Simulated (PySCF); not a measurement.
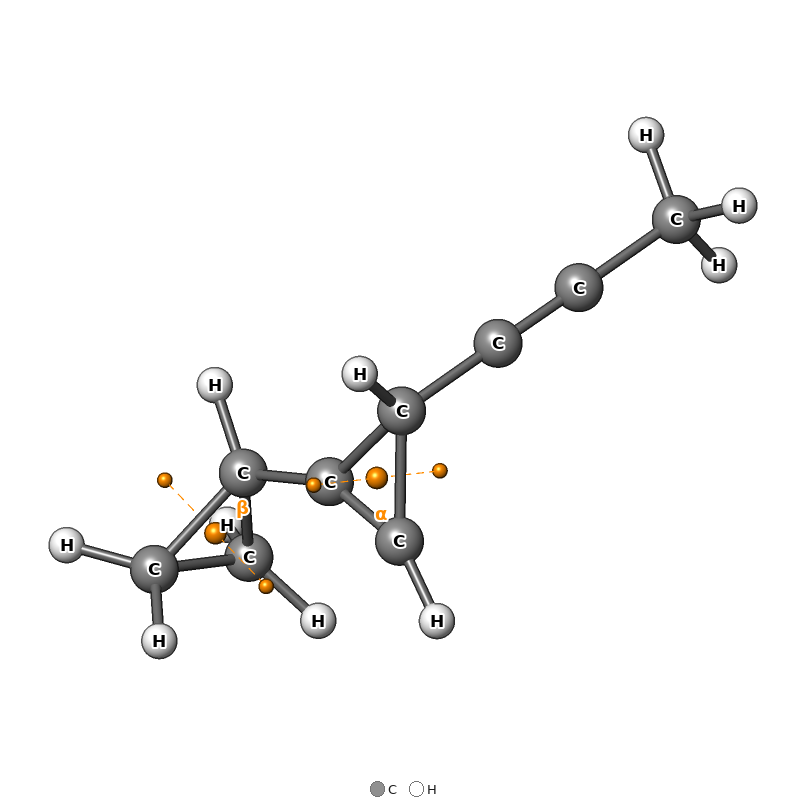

The small points mark where nucleus-independent chemical shifts (NICS) were computed: at the centre of each lettered ring and 1 Å above and below it. Computed geometry: GFN2-xTB optimisation. No frequency run is at hand to confirm it as a minimum. Method: GIAO PBE0/pcSseg-1 NMR shielding, non-relativistic, gas phase (PySCF 2.14.0).

Give NICS(0), NICS(1) and the out-of-plane component NICS(1)zz for each ring (means of the two sides).

| ring | members | NICS(0) | NICS(1) | NICS(1)zz |
| --- | --- | --- | --- | --- |
| α | C3 | −33.0 | −7.8 | −15.5 |
| β | C3 | −43.2 | −7.5 | −22.4 |

Values in ppm.
